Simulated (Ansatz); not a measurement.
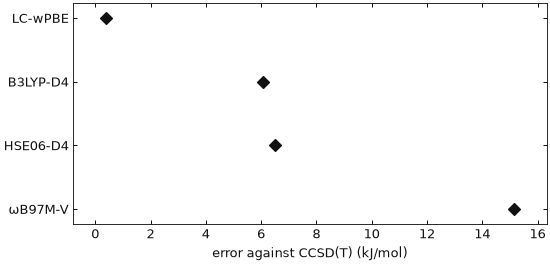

Error in the electronic atomisation energy (method less reference, so positive means overbinding) of CH₂AlN, SMILES [CH]1=[N][AlH]1, singlet: functionals in def2-TZVPP against frozen-core CCSD(T) at the limit (MP2 extrapolated from triple and quadruple zeta, plus CCSD(T) less MP2 in a smaller set), which gives 1638.2 kJ/mol, at a PBE0-D4/def2-TZVP geometry (a minimum by its frequencies), no zero-point or spin-orbit term, the Ansatz code. The reference leaves out core correlation, a term that grows with the number of heavy atoms. No dispersion term is added to LC-wPBE.

What range do the values span?

From 0.4 kJ/mol (LC-wPBE) to 15.1 kJ/mol (ωB97M-V).

Give the values.

```
   level  kJ/mol
 LC-wPBE     0.4
B3LYP-D4     6.1
HSE06-D4     6.5
 ωB97M-V    15.1
```
